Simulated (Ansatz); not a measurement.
# UCCSD(T)/6-311G(d,p) run of SiH (SMILES [SiH])

What is the energy change on altering one bond length of SiH at UCCSD(T)/6-311G**? 

Program for the calculation: Ansatz 0.2.0.

55 further runs of the same task are left out: 1 that didn't finish, 54 set aside as unsound or not needed.

### 1 The molecule

SiH has 2 atoms, charge 0, and is taken as a doublet. As SMILES, `[SiH]`. Geometry: relaxed at PBE0-D4/def2-TZVP.

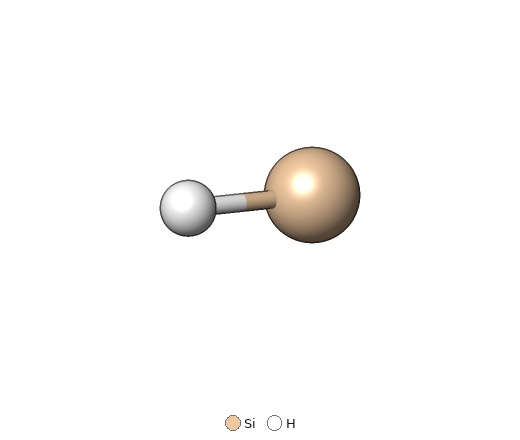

Viewed from a chosen angle; silicon light orange, hydrogen white.

### 2 A single-point energy at UCCSD(T)/6-311G(d,p)

molecule.yaml

```yaml
crystal:
  periodic: [false, false, false]
  atoms:
    - {symbol: Si, position_ang: [0.000000, 0.000000, -0.007580]}
    - {symbol: H, position_ang: [-0.000000, -0.000000, 1.524140]}
basis:
  gaussian: {orbitals: 6-311G_st__st_-spherical.json}
magnetization: {spin_polarized: true, initial_magnetization: 1}
correlation: {method: ccsd_t, frozen_orbitals: {H: 0, Si: 5}}
accuracy: high
scf: {omitted_lower_state_checks: [cluster_reference, increment]}
```

The basis set 6-311G** is read from a file made from the Basis Set Exchange's data (not shown).

The run is started by

```sh
$ ansatz run molecule.yaml --threads 1 --pin off --max-ram 3480MiB --events-out events.jsonl --progress --plain --runs-dir runs
```

The program printed (excerpt; [...] marks lines left out):

```text
Warning: RAYON_NUM_THREADS=1 ignored (pool sized by the plan → 1); use --threads N
Functional definition: HF
  name "HF"
[...]
456 factors; integrals over basis functions are off by at most 4.2e-9 eV
[...]
mean field -7875.81327511 eV, -289.4307994424 hartree, gradient 5.0e-8 eV, S^2 0.760854; 4 other end points of the search recorded, 0 dependent functions left out
5 core orbitals not correlated: weight in the atoms' cores, before any rotation towards them, 1.000 or more for the frozen orbitals, at most 0.000 for the correlated occupied ones
reference -7875.81327511 eV, -289.4307994424 hartree; 3, 2 occupied and 24, 25 virtual orbitals, 456 factors
second order -1.74076376 eV of doubles, -0.00000000 eV of singles
cycle   1  -2.13090203 eV  change   -3.9e-1 eV  update   5.7e-2
[...]
cycle  20  -2.33337351 eV  change   1.6e-11 eV  update  1.3e-10
perturbative correction -0.04423908 eV, -0.0016257562 hartree
Total energy: -7878.19088771 eV, -289.5181750936 hartree
Checks for a lower state left out: cluster_reference, increment
```

Run time: 0.42 s. Hardware: 1 thread of Arm Neoverse V2, shared host.

### 3 The distorted shape

input.yaml

```yaml
crystal:
  periodic: [false, false, false]
  atoms:
    - {symbol: Si, position_ang: [0.000000, 0.000000, -0.390460]}
    - {symbol: H, position_ang: [-0.000000, -0.000000, 1.524140]}
basis:
  gaussian: {orbitals: 6-311G_st__st_-spherical.json}
total_charge: 0
magnetization: {spin_polarized: true, initial_magnetization: 1}
correlation: {method: ccsd_t, frozen_orbitals: {H: 0, Si: 5}}
accuracy: high
scf: {omitted_lower_state_checks: [cluster_reference, increment]}
```

The basis set 6-311G** is read from a file made from the Basis Set Exchange's data (not shown).

The run is started by

```sh
$ ansatz run input.yaml --threads 1 --pin off --max-ram 3480MiB --events-out events.jsonl --progress --plain --runs-dir runs
```

The program printed (excerpt; [...] marks lines left out):

```text
Warning: RAYON_NUM_THREADS=1 ignored (pool sized by the plan → 1); use --threads N
[... 2 set-up lines as earlier in the session ...]
[...]
450 factors; integrals over basis functions are off by at most 3.9e-9 eV
[...]
mean field -7875.04566846 eV, -289.4025904182 hartree, gradient 2.4e-8 eV, S^2 0.763594; 6 other end points of the search recorded, 0 dependent functions left out
5 core orbitals not correlated: weight in the atoms' cores, before any rotation towards them, 1.000 or more for the frozen orbitals, at most 0.000 for the correlated occupied ones
reference -7875.04566846 eV, -289.4025904182 hartree; 3, 2 occupied and 24, 25 virtual orbitals, 450 factors
second order -1.76416067 eV of doubles, -0.00000000 eV of singles
cycle   1  -2.17445551 eV  change   -4.1e-1 eV  update   6.5e-2
[...]
cycle  22  -2.42323789 eV  change   1.2e-10 eV  update  4.3e-10
perturbative correction -0.05675169 eV, -0.0020855862 hartree
Total energy: -7877.52565803 eV, -289.4937283541 hartree
Checks for a lower state left out: cluster_reference, increment
```

It took 0.46 s on 1 thread of Arm Neoverse V2, shared host.

### 4 Outcome

Level: UCCSD(T)/6-311G**, 5 core orbitals frozen.

```
                                                          quantity          value
                                         first shape: total energy  -289.51818 Eh
          first shape: correlation energy (5 core orbitals frozen)      -87.4 mEh
                                       first shape: (T) correction      -1.63 mEh
                    first shape: ⟨S²⟩ of the reference determinant          0.761
                                        first shape: T1 diagnostic          0.015
                                     distorted shape: total energy  -289.49373 Eh
      distorted shape: correlation energy (5 core orbitals frozen)      -91.1 mEh
                                   distorted shape: (T) correction      -2.09 mEh
                distorted shape: ⟨S²⟩ of the reference determinant          0.764
                                    distorted shape: T1 diagnostic          0.018
energy change with the Si1–H2 bond stretched from 1.532 to 1.915 Å       0.665 eV
```

In words: With the Si1–H2 bond stretched from 1.532 to 1.915 Å the energy rises by 0.67 eV (64.2 kJ/mol). The first shape isn't relaxed at this level, so the change isn't measured from a minimum. The triples (first shape) make up 1.9 % of the correlation energy. The triples (distorted shape) make up 2.3 % of the correlation energy.
